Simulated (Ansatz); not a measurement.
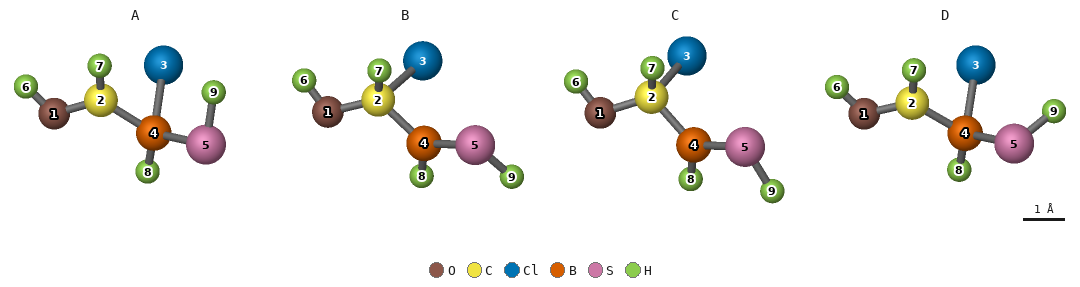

4 geometries from a converged minimum-energy path of CH4BClOS, shuffled. The picture is a ball-and-stick view, seen from a free direction.

Level of theory: RKS PBE/6-31G* in Ansatz 0.2.0. Settings: 7 movable images; climbing image; force threshold 0.05 eV/Å; iteration limit 30; starting path by image-dependent pair potential.

> Which of them lies highest in energy?

D. In order along the path, whose images run from 0 to 8: A (image 2, +4.1 kcal/mol), D (image 4, +7.6 kcal/mol), B (image 7, +1.0 kcal/mol), C (image 8, −0.2 kcal/mol). The motion is a rotation about the B4–S5 bond by about 175°. No bond forms or breaks between the ends, but on the way Cl3–B4 closes (2.61 → 1.96 Å at the highest image). Among the angles between lasting bonds that change up to the highest image: C2–B4–S5 124.2° → 111.6°, O1–C2–B4 113.1° → 122.7°.

Cost: 9.2 min on 1 thread of Intel(R) Xeon(R) Processor @ 2.50GHz (Skylake/Cascade Lake), with other jobs on the host, peak memory 0.14 GiB.
